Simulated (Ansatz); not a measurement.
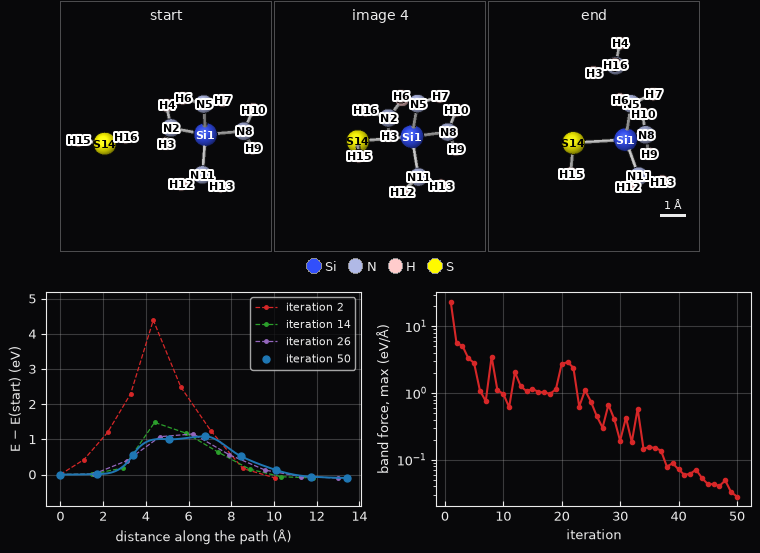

A search for the minimum-energy path of SiN$_{4}$H$_{10}$S, made up at the start of SiN₄H₈ and H$_{2}$S by the nudged elastic band. Images are numbered from 0 (start) to 8 (end). The plot follows the band through its iterations. Style: ball-and-stick. Shown from a free direction.

Level of theory: Ansatz, RHF/6-31G*. Settings: 7 movable images; climbing image; force threshold 0.03 eV/Å; iteration limit 60; starting path through a guess of the saddle point.

**Did the band converge, and can the barrier be trusted?**

The run is converged, with reservations. The band converged in 50 iterations. The largest component of the band force went from 24 to 0.028 eV/Å. The climbing image converged on the top of the path. Its vibrational analysis gives 2 imaginary modes over 30i cm⁻¹, so it isn't confirmed as a transition state. The first iteration put the highest image at 7.66 eV. The energy climbs by 1.08 eV to image 4 and then falls by 1.18 eV, so the end point sits at −0.10 eV.

Limits of the set-up: the start holds two separate molecules, 2.4 Å apart at their closest, whose relative position is a soft coordinate and is computed without a dispersion correction; Hartree-Fock leaves out electron correlation.
